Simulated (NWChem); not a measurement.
**C3H3N (SMILES C=CC#N) at B3LYP/6-311+G(d,p)**

What is the vertical ionisation energy of C3H3N at B3LYP/6-311+G**? The job is set up through an ASE script.

The results are computed with NWChem 7.3.0.

4 further runs of the same task are left out: 4 set aside as unsound or not needed.

## Step 1: Starting point

C3H3N has 7 atoms, charge 0, and is taken as a singlet. As SMILES, `C=CC#N`. The shape is that of a PBE0-D4/def2-TZVP optimisation.

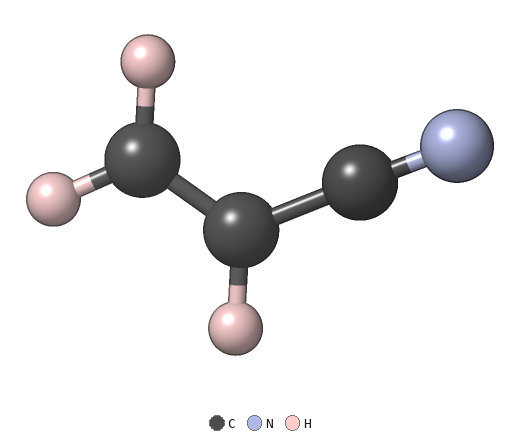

The structure, seen from a chosen angle (carbon dark grey, nitrogen light blue, hydrogen pink).

## Step 2: Energy and forces at B3LYP/6-311+G(d,p)

The input, run.py:

```python
from ase import Atoms
from ase.calculators.nwchem import NWChem

atoms = Atoms(['C', 'C', 'C', 'N', 'H', 'H', 'H'], positions=[
    [-0.540840, 0.829550, -0.350560],
    [0.371580, 0.105220, 0.289410],
    [0.413320, -1.315880, 0.218830],
    [0.465120, -2.465750, 0.175380],
    [-1.304630, 0.366690, -0.963300],
    [-0.540500, 1.909410, -0.272510],
    [1.135950, 0.570750, 0.902750],
])

calc = NWChem(
    label='mymol',
    theory='dft',
    memory='2200 mb',
    basis='6-311+G**',
    basispar='spherical bse',
    dft={'xc': 'b3lyp', 'mult': '1', 'grid': 'fine', 'convergence': 'energy 1e-08', 'iterations': '100', 'mulliken': None, 'print': 'low'},
)
atoms.calc = calc

forces = atoms.get_forces()
e = atoms.get_potential_energy()
print(f"E = {e:.6f} eV")
print("forces (eV/A):")
for s, f in zip(atoms.symbols, forces):
    print(f"{s:2s} {f[0]:10.5f} {f[1]:10.5f} {f[2]:10.5f}")
```

Launch:

```bash
$ export ASE_NWCHEM_COMMAND="nwchem PREFIX.nwi > PREFIX.nwo"
$ python run.py
```

The log of the run:

```text
E = -4649.957142 eV
forces (eV/A):
C    -0.21453    0.20733   -0.14784
C     0.20677   -0.05410    0.15324
C     0.01445    0.26775    0.02993
N     0.02134   -0.45930   -0.01682
H    -0.01486    0.02206   -0.00956
H    -0.01753    0.01121   -0.01265
H     0.00442    0.00509    0.00375
```

The calculator wrote mymol.nwi:

```
title "mymol"

permanent_dir mymol

scratch_dir mymol

start mymol

geometry units angstrom nocenter noautosym noautoz
  C  -5.4083999999999999e-01 8.2955000000000001e-01 -3.5055999999999998e-01
  C  3.7158000000000002e-01 1.0521999999999999e-01 2.8941000000000000e-01
  C  4.1332000000000002e-01 -1.3158799999999999e+00 2.1883000000000000e-01
  N  4.6511999999999998e-01 -2.4657499999999999e+00 1.7538000000000001e-01
  H  -1.3046300000000000e+00 3.6669000000000002e-01 -9.6330000000000005e-01
  H  -5.4049999999999998e-01 1.9094100000000001e+00 -2.7250999999999997e-01
  H  1.1359500000000000e+00 5.7074999999999998e-01 9.0275000000000005e-01
end

memory 2200 mb

basis spherical bse noprint
   * library 6-311+G**
end

dft
  xc b3lyp
  mult 1
  grid fine
  convergence energy 1e-08
  iterations 100
  mulliken
  print low
end

task dft gradient
```

mymol.nwo, shortened:

```text
[...]
         Total DFT energy =     -170.882774489862
      One electron energy =     -408.071541550707
           Coulomb energy =      170.891121550552
    Exchange-Corr. energy =      -24.231731701278
 Nuclear repulsion energy =       90.529377211572
[... 19 lines left out ...]
     -------------------------------------------
      Total Density - Lowdin Population Analysis
[...]
                         DFT ENERGY GRADIENTS
    atom               coordinates                        gradient
                 x          y          z           x          y          z
   1 C      -1.022039   1.567622  -0.662462    0.004172  -0.004032   0.002875
   2 C       0.702184   0.198837   0.546906   -0.004021   0.001052  -0.002980
   3 C       0.781062  -2.486653   0.413529   -0.000281  -0.005207  -0.000582
   4 N       0.878949  -4.659592   0.331420   -0.000415   0.008932   0.000327
   5 H      -2.465393   0.692944  -1.820373    0.000289  -0.000429   0.000186
   6 H      -1.021397   3.608262  -0.514969    0.000341  -0.000218   0.000246
   7 H       2.146634   1.078561   1.705950   -0.000086  -0.000099  -0.000073
 Task  times  cpu:       34.8s     wall:       34.8s
 Total times  cpu:       34.8s     wall:       34.8s
```

Wall time 36 s (1 thread of AMD EPYC 7B13 (Zen 3), shared host); peak memory 0.12 GiB.

## Step 3: The doublet cation: a single-point energy at UB3LYP/6-311+G(d,p)

The input, run.py:

```python
from ase import Atoms
from ase.calculators.nwchem import NWChem

atoms = Atoms(['C', 'C', 'C', 'N', 'H', 'H', 'H'], positions=[
    [-0.540840, 0.829550, -0.350560],
    [0.371580, 0.105220, 0.289410],
    [0.413320, -1.315880, 0.218830],
    [0.465120, -2.465750, 0.175380],
    [-1.304630, 0.366690, -0.963300],
    [-0.540500, 1.909410, -0.272510],
    [1.135950, 0.570750, 0.902750],
])

calc = NWChem(
    label='c3h3n',
    theory='dft',
    memory='2200 mb',
    basis='6-311+G**',
    basispar='spherical bse',
    charge=1,
    dft={'xc': 'b3lyp', 'mult': '2', 'grid': 'fine', 'convergence': 'energy 1e-08', 'iterations': '100', 'mulliken': None},
    task='energy',
)
atoms.calc = calc

e = atoms.get_potential_energy()
print(f"E = {e:.6f} eV")
```

Launch:

```bash
$ export ASE_NWCHEM_COMMAND="nwchem PREFIX.nwi > PREFIX.nwo"
$ python run.py
```

The log of the run:

```text
E = -4639.152876 eV
```

The calculator wrote c3h3n.nwi:

```
title "c3h3n"

permanent_dir c3h3n

scratch_dir c3h3n

start c3h3n

geometry units angstrom nocenter noautosym noautoz
  C  -5.4083999999999999e-01 8.2955000000000001e-01 -3.5055999999999998e-01
  C  3.7158000000000002e-01 1.0521999999999999e-01 2.8941000000000000e-01
  C  4.1332000000000002e-01 -1.3158799999999999e+00 2.1883000000000000e-01
  N  4.6511999999999998e-01 -2.4657499999999999e+00 1.7538000000000001e-01
  H  -1.3046300000000000e+00 3.6669000000000002e-01 -9.6330000000000005e-01
  H  -5.4049999999999998e-01 1.9094100000000001e+00 -2.7250999999999997e-01
  H  1.1359500000000000e+00 5.7074999999999998e-01 9.0275000000000005e-01
end

charge 1

memory 2200 mb

basis spherical bse noprint
   * library 6-311+G**
end

dft
  xc b3lyp
  mult 2
  grid fine
  convergence energy 1e-08
  iterations 100
  mulliken
end

task dft energy
```

c3h3n.nwo:

```text
Northwest Computational Chemistry Package (NWChem) 7.3.0
             --------------------------------------------------------

           Job information
           ---------------

    nwchem branch   = 7.3.0
    use scalapack   = T
    input           = c3h3n.nwi
    prefix          = c3h3n.
    data base       = c3h3n/c3h3n.db
    status          = startup
    nproc           =        1

           Memory information
           ------------------

    heap     =     72089594 doubles =      550.0 Mbytes
    stack    =     72089599 doubles =      550.0 Mbytes
    global   =    144179200 doubles =     1100.0 Mbytes (distinct from heap & stack)
    total    =    288358393 doubles =     2200.0 Mbytes
    verify   = yes
    hardfail = no

           Directory information
           ---------------------

  0 permanent = c3h3n
  0 scratch   = c3h3n

                                NWChem Input Module
                                -------------------

                                       c3h3n
                                       -----

 Scaling coordinates for geometry "geometry" by  1.889725989
 (inverse scale =  0.529177249)

                             Geometry "geometry" -> ""
                             -------------------------

 Output coordinates in angstroms (scale by  1.889725989 to convert to a.u.)

[... 19 lines left out ...]
            Nuclear Dipole moment (a.u.)
[... 65 lines left out ...]
  convergence criterion.
[... 16 lines left out ...]
          Convergence on density requested:  1.00D-05
[... 23 lines left out ...]
          Spatial weights used:  Erf1
[... 3 lines left out ...]
          Convergence aids based upon iterative change in
[... 88 lines left out ...]
         Total DFT energy =     -170.485725046933
[... 1 line left out ...]
           Coulomb energy =      163.334387823404
[... 1 line left out ...]
 Nuclear repulsion energy =       90.529377211572
[... 752 lines left out ...]
                     DFT Final Beta Molecular Orbital Analysis
[... 837 lines left out ...]
   alpha     81     82     83     84     85     86     87     88     89     90
    beta     81     82     83     84     85     86     88     87     90     89
 overlap   1.000  0.999  0.996  0.999  0.996  1.000  0.990  1.000  0.990  0.998

   alpha     91     92     93     94     95     96     97     98     99    100
    beta     91     92     93     94     95     96     97     98     99    100
 overlap   0.998  1.000  1.000  1.000  1.000  1.000  1.000  1.000  1.000  1.000

   alpha    101    102    103    104    105    106
    beta    101    102    103    104    105    106
 overlap   1.000  1.000  1.000  1.000  1.000  1.000

     --------------------------
     Expectation value of S2:
     --------------------------
      <S2> =      0.7640 (Exact =     0.7500)

 center of mass
 --------------
 x =   0.31101074 y =  -1.29122215 z =   0.14298963

 moments of inertia (a.u.)
 ------------------
         352.467324334208          80.015618628033         -27.073810352295
          80.015618628033          61.183933977714          36.620509348748
         -27.073810352295          36.620509348748         377.848223222426

     Multipole analysis of the density
     ---------------------------------

     L   x y z        total         alpha         beta         nuclear
     -   - - -        -----         -----         ----         -------
     0   0 0 0      1.000000    -14.000000    -13.000000     28.000000

     1   1 0 0     -0.068202     -3.869171     -3.778760      7.579729
[... 8 lines of this table left out ...]
     2   0 0 2    -14.210828    -14.184672    -12.738057     12.711901

 Task  times  cpu:       35.6s     wall:       35.6s
 Total times  cpu:       35.6s     wall:       35.6s
```

It took 37 s on 1 thread of AMD EPYC 7B13 (Zen 3), shared host; peak memory 0.12 GiB.

## Step 4: Summary of results

At B3LYP/6-311+G**:

| quantity | value |
| --- | --- |
| singlet C3H3N: total energy | -170.88277 Eh |
| singlet C3H3N: largest force on an atom | 0.460 eV/Å |
| doublet cation: total energy | -170.48573 Eh |
| doublet cation: HOMO energy (highest over α and β) | -16.23 eV |
| doublet cation: LUMO energy (lowest over α and β) | -13.36 eV |
| doublet cation: ⟨S²⟩ | 0.764 |
| vertical ionisation energy (to the doublet cation) | 10.804 eV |

**Reading.** The vertical ionisation energy comes to 10.80 eV (249 kcal/mol). The largest force (singlet C3H3N) is 0.46 eV/Å: the shape isn't a stationary point for this species at this level. Mulliken charges (singlet C3H3N) run from -0.30 on C1 to +0.17 on H7; in a basis this large or diffuse they mean little.
